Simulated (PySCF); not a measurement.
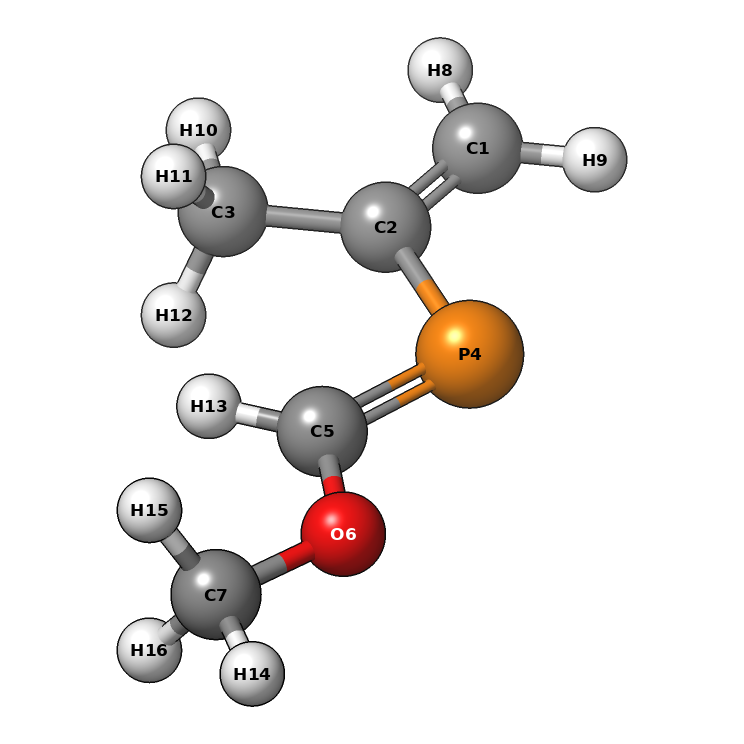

The geometry was computed by an optimisation with GFN2-xTB. No frequency run is at hand to confirm it as a minimum. Electric field gradients from the ground-state density, PBE0/pcSseg-1 (PySCF 2.14.0), non-relativistic apart from any core potentials.

Give the largest field-gradient component, the quadrupole coupling constant and the asymmetry for 17O at O6 (Q = −25.6 mb), 2H at H8 (Q = 2.86 mb), 2H at H9 (Q = 2.86 mb).

```json
{"atom": "O6", "V_zz (a.u.)": "1.881", "e²qQ/h (MHz)": "−11.31", "η": "0.60"}
{"atom": "H8", "V_zz (a.u.)": "0.335", "e²qQ/h (MHz)": "0.225", "η": "0.06"}
{"atom": "H9", "V_zz (a.u.)": "0.335", "e²qQ/h (MHz)": "0.225", "η": "0.07"}
```

The geometry is semi-empirical. Around P such bond lengths and angles can be off by a tenth of an ångström or more and by several degrees, and values that hang on the shape move with them.
